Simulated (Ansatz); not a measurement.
Input

```
crystal:
  periodic: [false, false, false]
  atoms:
    - { symbol: Si, position_ang: [-1.0358, 0.9454, -0.3002] }
    - { symbol: C, position_ang: [-0.3244, -0.6874, -0.3973] }
    - { symbol: Si, position_ang: [1.2275, -0.5867, 0.5313] }
    - { symbol: H, position_ang: [-2.2948, 0.9919, -1.0591] }
    - { symbol: H, position_ang: [-0.2145, 2.0125, -0.9563] }
    - { symbol: H, position_ang: [-1.385, 1.4006, 1.0864] }
    - { symbol: H, position_ang: [-0.9594, -1.4351, 0.0415] }
    - { symbol: H, position_ang: [-0.0984, -0.9587, -1.4421] }
    - { symbol: H, position_ang: [1.0322, -0.223, 2.0121] }
    - { symbol: H, position_ang: [2.1988, 0.3961, -0.0329] }
    - { symbol: H, position_ang: [1.9193, -1.9126, 0.5371] }
basis:
  gaussian: { orbitals: cc-pVDZ }
hamiltonian:
  xc: hf
relax:
  f_tol: 0.015
  max_steps: 40
output:
  orbitals: {}
```

Run with:

```sh
ansatz run input.yaml --threads 1 --pin off --max-ram 2048MiB --backend cpu --events-out ev --progress --plain --runs-dir out
```

The fields are those of the relaxed geometry.

Method: RHF/cc-pVDZ (Ansatz).

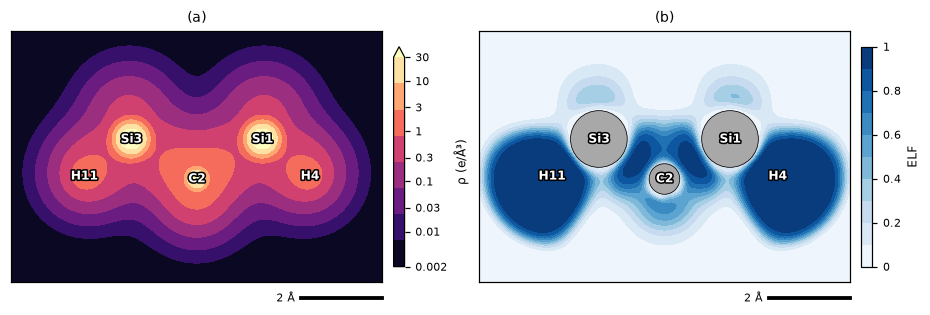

CH$_{8}$Si$_{2}$ (SMILES [SiH3]C[SiH3]). (a) electron density; (b) electron localisation function on the plane of atoms C2, Si1 and H4. Grey discs cover the atomic cores in the ELF map.

Question: What does the map show?

Answer: The section cuts through Si, C and H sites. C–Si (1.90 Å): ρ at the midpoint is about 0.91 e/Å³; the ELF peaks at about 0.95 between the atoms, as expected for localised, covalent bonding. Si–H (1.49 Å): ρ is about 0.74 e/Å³ halfway; the ELF climbs to about 1 towards the hydrogen, as it does in any bond to H.
